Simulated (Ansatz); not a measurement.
Nudged elastic band, with input and output: CH₄AlF

- system: CH₄AlF
- method: RKS r2SCAN-D4/def2-SVP (Ansatz 0.2.0)

One setting was made poor on purpose. It belongs to a series of runs on one base structure; here: band between the two ends. Figures and captions count atoms from 1; the log counts them from 0 in places.

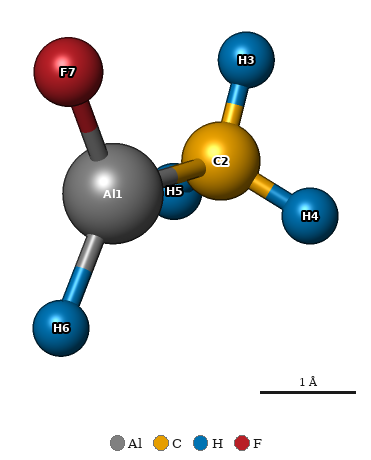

*The input geometry (ball-and-stick view, seen at a tilt; atoms are numbered from 1 in the order of the input). Sticks mark near contacts.*

Bond lengths as drawn: Al–C 1.94 Å, Al–F 1.67 Å, Al–H 1.58 Å and C–H 1.10 Å.

## Input file
```yaml
crystal:
  periodic: [false, false, false]
  atoms:
    - { symbol: Al, position_ang: [0.60744, 0.042345, -0.000323] }
    - { symbol: C, position_ang: [1.080793, -0.03575, 1.879277] }
    - { symbol: H, position_ang: [0.211076, -0.19647, 2.53596] }
    - { symbol: H, position_ang: [1.805326, -0.845733, 2.074937] }
    - { symbol: H, position_ang: [1.576368, 0.897769, 2.199601] }
    - { symbol: H, position_ang: [1.622987, 0.250574, -1.195999] }
    - { symbol: F, position_ang: [-0.996693, -0.112734, -0.442453] }
basis:
  gaussian: { orbitals: def2-SVP }
hamiltonian:
  xc: r2scan
  dispersion: d4
neb:
  order_check: false
  images: 5
  f_tol: 0.2
  max_iterations: 60
  final_atoms:
    - { symbol: Al, position_ang: [-0.79642233, 0.94075625, -1.02380554] }
    - { symbol: C, position_ang: [1.62574466, -0.1323934, 1.62378626] }
    - { symbol: H, position_ang: [0.6080838, -0.44820013, 1.35551668] }
    - { symbol: H, position_ang: [1.99399148, -0.75417984, 2.45165043] }
    - { symbol: H, position_ang: [1.61878075, 0.92043404, 1.93825952] }
    - { symbol: H, position_ang: [2.2949137, -0.25007267, 0.75952253] }
    - { symbol: F, position_ang: [-1.43779506, -0.27634324, -0.05392987] }
  initial_path:
    images:
      - { positions_ang: [[0.60744, 0.042345, -0.000323], [1.080793, -0.03575, 1.879277], [0.211076, -0.19647, 2.53596], [1.805326, -0.845733, 2.074937], [1.576368, 0.897769, 2.199601], [1.622987, 0.250574, -1.195999], [-0.996693, -0.112734, -0.442453]] }
      - { positions_ang: [[0.40783924, 0.0356202, -0.00252604], [1.18691261, -0.02864549, 1.80572113], [0.27179499, -0.23690765, 2.36285208], [1.92222771, -0.80997653, 2.0586636], [1.59719365, 0.93131207, 2.14788091], [1.66830631, 0.16747999, -0.73860181], [-1.1469775, -0.05888159, -0.58298987]] }
      - { positions_ang: [[0.20823848, 0.0288954, -0.00472909], [1.29303221, -0.02154099, 1.73216526], [0.33251398, -0.2773453, 2.18974417], [2.03912942, -0.77422005, 2.0423902], [1.61801929, 0.96485514, 2.09616083], [1.71362561, 0.08438598, -0.28120462], [-1.297262, -0.00502918, -0.72352674]] }
      - { positions_ang: [[0.00863772, 0.02217061, -0.00693213], [1.39915182, -0.01443648, 1.65860939], [0.39323297, -0.31778295, 2.01663625], [2.15603113, -0.73846358, 2.02611679], [1.63884494, 0.99839821, 2.04444074], [1.75894492, 0.00129197, 0.17619257], [-1.4475465, 0.04882322, -0.86406362]] }
      - { positions_ang: [[-0.25971563, 0.32836582, -0.34588993], [1.47468277, -0.05375546, 1.64700168], [0.46484991, -0.36125534, 1.79626306], [2.10201791, -0.74370233, 2.16796134], [1.63215688, 0.97241015, 2.009047], [1.93760118, -0.08249624, 0.37063589], [-1.44429602, -0.0595656, -0.59401904]] }
      - { positions_ang: [[-0.52806898, 0.63456104, -0.68484774], [1.55021371, -0.09307443, 1.63539397], [0.53646686, -0.40472774, 1.57588987], [2.04800469, -0.74894109, 2.30980589], [1.62546881, 0.94642209, 1.97365326], [2.11625744, -0.16628446, 0.56507921], [-1.44104554, -0.16795442, -0.32397445]] }
      - { positions_ang: [[-0.79642233, 0.94075625, -1.02380554], [1.62574466, -0.1323934, 1.62378626], [0.6080838, -0.44820013, 1.35551668], [1.99399148, -0.75417984, 2.45165043], [1.61878075, 0.92043404, 1.93825952], [2.2949137, -0.25007267, 0.75952253], [-1.43779506, -0.27634324, -0.05392987]] }
```

Launch command:
```bash
ansatz run input.yaml --threads 1 --pin off --max-ram 2048MiB --backend cpu --events-out ev --progress --plain --runs-dir out
```

## What the program printed
```
Engine: ansatz 0.2.0, x86_64-unknown-linux-gnu
Functional definition: r2SCAN
  parameter k0 = 0.174
  parameter k1 = 0.065
  parameter a1 = 4.9479
  exchange = r2scan_x(k0 = k0, k1 = k1, a1 = a1)
  correlation = r2scan_c
731 factors; their error is unknown
mean field evaluation 1: about -10402.6893 eV, gradient 5.9e1 eV
mean field evaluation 2: about -10392.2863 eV, gradient 9.0e1 eV
mean field evaluation 4: about -10410.3095 eV, gradient 5.1e0 eV
mean field evaluation 8: about -10410.3382 eV, gradient 2.9e-2 eV
mean field -10410.33819044 eV, -382.5728721181 hartree, gradient 4.3e-5 eV, S^2 0.000000; 0 other end points of the search recorded, 0 dependent functions left out
the calculation of the forces begins
reference -10410.33820154 eV, -382.5728725259 hartree; 16, 16 occupied and 50, 50 virtual orbitals, 731 factors
731 factors; their error is unknown
mean field evaluation 16: about -10377.8924 eV, gradient 1.3e2 eV
mean field -10409.71842335 eV, -382.5500960976 hartree, gradient 5.9e-5 eV, S^2 0.000000; 0 other end points of the search recorded, 0 dependent functions left out
[... from here on the field's lines of each further geometry are left out, up to the last ...]
NEB iter   1: max|band force component| = 3.481e1 eV/Å  barrier→ = 7.4703 eV  barrier← = 6.8532 eV  Δτ_max = 0.2000 Å  (179 SCF iters)
NEB iter   2: max|band force component| = 1.361e1 eV/Å  barrier→ = 3.5359 eV  barrier← = 2.9188 eV  Δτ_max = 0.1940 Å  (166 SCF iters)
NEB iter   3: max|band force component| = 6.699e0 eV/Å  barrier→ = 2.9666 eV  barrier← = 2.3495 eV  Δτ_max = 0.1952 Å  (152 SCF iters)
NEB iter   4: max|band force component| = 3.536e0 eV/Å  barrier→ = 2.6091 eV  barrier← = 1.9919 eV  Δτ_max = 0.2000 Å  (153 SCF iters)
NEB iter   5: max|band force component| = 1.922e0 eV/Å  barrier→ = 2.5127 eV  barrier← = 1.8955 eV  Δτ_max = 0.1910 Å  (154 SCF iters)
NEB iter   6: max|band force component| = 1.121e0 eV/Å  barrier→ = 2.3475 eV  barrier← = 1.7303 eV  Δτ_max = 0.1749 Å  (147 SCF iters)
NEB iter   7: max|band force component| = 4.642e0 eV/Å  barrier→ = 2.3576 eV  barrier← = 1.7405 eV  Δτ_max = 0.0950 Å  (146 SCF iters)
NEB iter   8: max|band force component| = 1.975e0 eV/Å  barrier→ = 2.4578 eV  barrier← = 1.8407 eV  Δτ_max = 0.1939 Å  (143 SCF iters)
NEB iter   9: max|band force component| = 1.934e0 eV/Å  barrier→ = 2.7157 eV  barrier← = 2.0986 eV  Δτ_max = 0.1885 Å  (156 SCF iters)
NEB iter  10: max|band force component| = 6.762e-1 eV/Å  barrier→ = 2.4697 eV  barrier← = 1.8526 eV  Δτ_max = 0.2000 Å  (140 SCF iters)
NEB iter  11: max|band force component| = 3.013e0 eV/Å  barrier→ = 2.5700 eV  barrier← = 1.9529 eV  CI = image 2  Δτ_max = 0.2000 Å  (139 SCF iters)
NEB iter  12: max|band force component| = 3.016e0 eV/Å  barrier→ = 2.9020 eV  barrier← = 2.2849 eV  CI = image 2  Δτ_max = 0.1973 Å  (148 SCF iters)
NEB iter  13: max|band force component| = 1.242e0 eV/Å  barrier→ = 3.5999 eV  barrier← = 2.9827 eV  CI = image 2  Δτ_max = 0.1632 Å  (153 SCF iters)
NEB iter  14: max|band force component| = 3.567e-1 eV/Å  barrier→ = 3.5294 eV  barrier← = 2.9123 eV  CI = image 2  Δτ_max = 0.1194 Å  (138 SCF iters)
NEB iter  15: max|band force component| = 3.179e-1 eV/Å  barrier→ = 3.5032 eV  barrier← = 2.8861 eV  CI = image 2  Δτ_max = 0.1206 Å  (139 SCF iters)
the calculation of the forces begins
reference -10409.70901503 eV, -382.5497503481 hartree; 16, 16 occupied and 50, 50 virtual orbitals, 731 factors
731 factors; their error is unknown
mean field evaluation 736: about -10406.8666 eV, gradient 1.1e0 eV
mean field -10406.84034399 eV, -382.4443286320 hartree, gradient 9.4e-6 eV, S^2 0.000000; 1 other end points of the search recorded, 0 dependent functions left out
the calculation of the forces begins
reference -10406.84035515 eV, -382.4443290420 hartree; 16, 16 occupied and 50, 50 virtual orbitals, 731 factors
NEB iter  16: max|band force component| = 1.593e-1 eV/Å  barrier→ = 3.4971 eV  barrier← = 2.8800 eV  CI = image 2  Δτ_max = 0.0000 Å  (270 SCF iters)
```

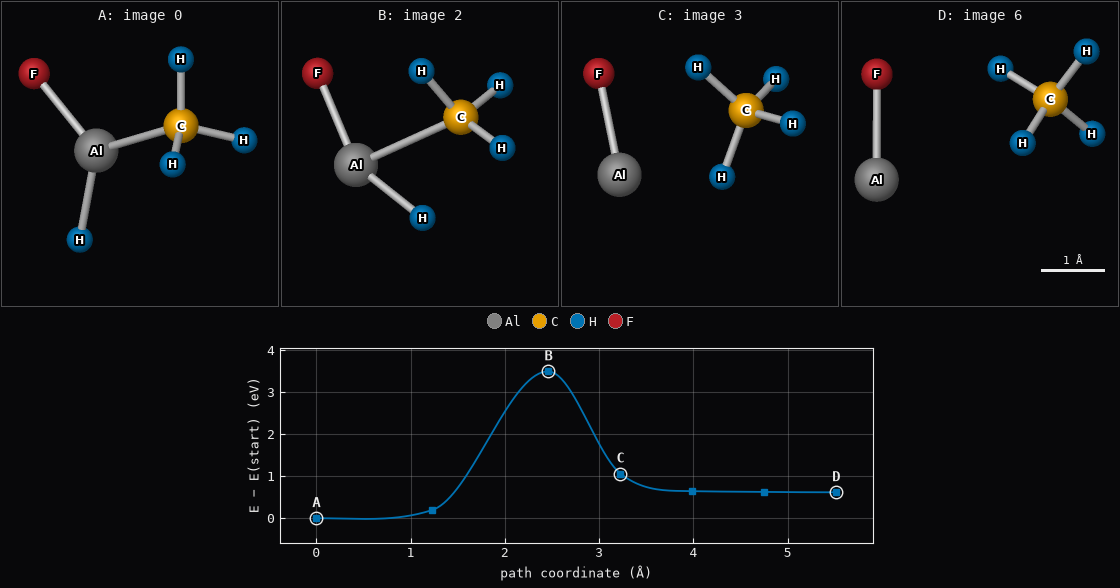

*Images of the last band (counted from 0; ball-and-stick, seen at a tilt) above the energy along the path; the line is a cubic interpolation that uses the forces.*

The highest image is number 2, 3.497 eV above the start and 2.880 eV above the end (the climbing image); the end lies 0.617 eV above the start. The path is 5.51 Å long. The band converged in 16 iterations.

```
Total energy: -10406.86075675 eV, -382.4450787869 hartree
Atom 0 at     0.380207    -0.099081    -0.413199 Å, force    -0.049812     0.002710     0.015372 eV/Å
Atom 1 at     1.206324     0.003855     1.594499 Å, force     0.053403    -0.097190     0.141286 eV/Å
Atom 2 at     0.369303    -0.577443     2.043449 Å, force     0.059510     0.041184    -0.081783 eV/Å
Atom 3 at     2.148215    -0.383135     2.016073 Å, force    -0.037730     0.017544    -0.050174 eV/Å
Atom 4 at     1.121679     1.076344     1.854581 Å, force    -0.039898     0.006071    -0.060769 eV/Å
Atom 5 at     1.857010    -0.426995     0.021146 Å, force     0.018069     0.008090     0.049517 eV/Å
Atom 6 at    -1.175441     0.406456    -0.065550 Å, force    -0.003541     0.021593    -0.013449 eV/Å
Dipole moment:     0.218652    -0.039246     0.143040 e Å
this run last wrote the band of iteration 16 to [file]
```

## The last band as extended XYZ (Å, eV, eV/Å)
```
7
Properties=species:S:1:pos:R:3:forces:R:3 image=0 energy=-10410.35788
Al    0.6074    0.0423   -0.0003   -0.0050   0.0030   0.0010
C     1.0808   -0.0357    1.8793    0.0030   0.0005  -0.0054
H     0.2111   -0.1965    2.5360    0.0008   0.0009   0.0000
H     1.8053   -0.8457    2.0749    0.0003  -0.0018   0.0005
H     1.5764    0.8978    2.1996   -0.0006   0.0009   0.0049
H     1.6230    0.2506   -1.1960    0.0047  -0.0015  -0.0005
F    -0.9967   -0.1127   -0.4425   -0.0033  -0.0020  -0.0004
7
Properties=species:S:1:pos:R:3:forces:R:3 image=1 energy=-10410.16182
Al    0.5545   -0.0047   -0.0204    0.2001   0.0061   0.4971
C     1.0817   -0.0054    1.8167    0.0351   0.0739   0.1318
H     0.3802   -0.6145    2.3991   -0.0661   0.0092   0.3735
H     2.1019   -0.4059    1.9421   -0.0788   0.0075   0.0135
H     1.0699    1.0250    2.2078   -0.0572  -0.0139   0.2344
H     1.7525   -0.3786   -0.9428   -0.1197  -0.0294  -0.8712
F    -1.0334    0.3841   -0.3516    0.0866  -0.0534  -0.3791
7
Properties=species:S:1:pos:R:3:forces:R:3 image=2 energy=-10406.86075
Al    0.3802   -0.0991   -0.4132   -0.0498   0.0027   0.0154
C     1.2063    0.0039    1.5945    0.0534  -0.0972   0.1413
H     0.3693   -0.5774    2.0434    0.0595   0.0412  -0.0818
H     2.1482   -0.3831    2.0161   -0.0377   0.0175  -0.0502
H     1.1217    1.0763    1.8546   -0.0399   0.0061  -0.0608
H     1.8570   -0.4270    0.0211    0.0181   0.0081   0.0495
F    -1.1754    0.4065   -0.0655   -0.0035   0.0216  -0.0134
7
Properties=species:S:1:pos:R:3:forces:R:3 image=3 energy=-10409.29530
Al    0.1702   -0.2603   -0.8100   -0.5266  -0.1230  -1.1238
C     1.3496   -0.0277    1.5715    0.4316  -0.1963  -0.0734
H     0.4119   -0.4596    1.9650    0.1997  -0.1127  -0.3752
H     2.1885   -0.3615    2.1862    0.1694   0.0205   0.3794
H     1.2603    1.0719    1.6226    0.1369  -0.1946  -0.2978
H     1.6588   -0.4122    0.5317   -0.4420   0.5495   1.2656
F    -1.1321    0.4496   -0.0159    0.0310   0.0565   0.2253
7
Properties=species:S:1:pos:R:3:forces:R:3 image=4 energy=-10409.71349
Al   -0.2678    0.0744   -1.3016   -0.0239   0.0068  -0.0654
C     1.4796   -0.0822    1.6640    0.0163  -0.0013  -0.0213
H     0.5746   -0.6765    1.8402   -0.0002  -0.0047   0.0099
H     2.2756   -0.3867    2.3560    0.0018   0.0060   0.0177
H     1.2427    0.9803    1.8085    0.0089  -0.0076   0.0013
H     1.8317   -0.2407    0.6322    0.0158  -0.0006   0.0406
F    -1.2291    0.3313    0.0517   -0.0186   0.0013   0.0172
7
Properties=species:S:1:pos:R:3:forces:R:3 image=5 energy=-10409.73168
Al   -0.5434    0.5588   -1.2833   -0.0010   0.0111  -0.0090
C     1.5692   -0.1118    1.6582   -0.0085  -0.0085   0.0060
H     0.5664   -0.5448    1.5502   -0.0010   0.0102  -0.0029
H     2.1802   -0.7402    2.3198   -0.0026  -0.0034   0.0030
H     1.4841    0.8954    2.0882    0.0094   0.0051  -0.0036
H     2.0576   -0.0481    0.6750    0.0134   0.0010   0.0009
F    -1.4067   -0.0093    0.0428   -0.0097  -0.0156   0.0056
7
Properties=species:S:1:pos:R:3:forces:R:3 image=6 energy=-10409.74074
Al   -0.7964    0.9408   -1.0238   -0.0061  -0.0088   0.0068
C     1.6257   -0.1324    1.6238    0.0031  -0.0155   0.0008
H     0.6081   -0.4482    1.3555    0.0176   0.0034   0.0032
H     1.9940   -0.7542    2.4516   -0.0090   0.0131  -0.0165
H     1.6188    0.9204    1.9383   -0.0009   0.0003   0.0026
H     2.2949   -0.2501    0.7595   -0.0111  -0.0018   0.0101
F    -1.4378   -0.2763   -0.0539    0.0063   0.0093  -0.0071
```

## Key numbers

```json
{"quantity": "outcome", "value": "converged"}
{"quantity": "barrier, forward", "value": "3.497 eV"}
{"quantity": "barrier, backward", "value": "2.880 eV"}
{"quantity": "hardware", "value": "1 thread of Intel Xeon (Granite Rapids), 32 GiB of memory available, shared host"}
{"quantity": "wall time", "value": "1.7 min"}
{"quantity": "peak memory", "value": "0.14 GiB"}
```

## Notes

A deliberately poor setting: loose force. The order of the saddle point was not checked.
